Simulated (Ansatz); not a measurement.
## A computed series for AlCr2C: pressure series

The parent structure is AlCr₂C (space group P6_3/mmc, No. 194; non-magnetic).

```cif
data_C2Al2Cr4
_chemical_formula_sum 'Al2 Cr4 C2'
_space_group_name_H-M_alt 'P 1'
_space_group_IT_number 1
_cell_length_a 2.81185
_cell_length_b 2.81185
_cell_length_c 12.59915
_cell_angle_alpha 90.000
_cell_angle_beta 90.000
_cell_angle_gamma 120.000
loop_
_space_group_symop_operation_xyz
  'x, y, z'
loop_
_atom_site_label
_atom_site_type_symbol
_atom_site_fract_x
_atom_site_fract_y
_atom_site_fract_z
_atom_site_occupancy
Al1 Al 0.33333 0.66667 0.75000 1
Al2 Al 0.66667 0.33333 0.25000 1
Cr1 Cr 0.33333 0.66667 0.08437 1
Cr2 Cr 0.66667 0.33333 0.58437 1
Cr3 Cr 0.66667 0.33333 0.91563 1
Cr4 Cr 0.33333 0.66667 0.41563 1
C1 C 0.00000 0.00000 0.00000 1
C2 C 0.00000 0.00000 0.50000 1
```

Cell and atoms are relaxed at each pressure.

All numbers come from PBEsol (Ansatz, a program for electronic structure), no spin-orbit coupling.

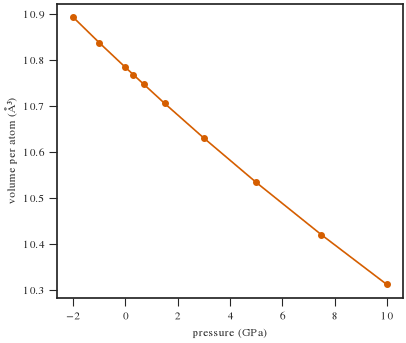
Volume per atom against pressure

```
pressure (GPa)  volume per atom
--------------  ---------------
-2                     10.89 Å³
-1                     10.84 Å³
0.3                    10.77 Å³
0.7                    10.75 Å³
1.5                    10.71 Å³
3                      10.63 Å³
5                      10.53 Å³
7.5                    10.42 Å³
10                     10.31 Å³
```

Load acts through the strain it causes; cell and atoms are relaxed under it. No phonon test of stability was made. No other phases were tried under pressure. Starting moments died away, wholly or in part, for the base; another magnetic solution may exist. The final runs are not spin-polarised.
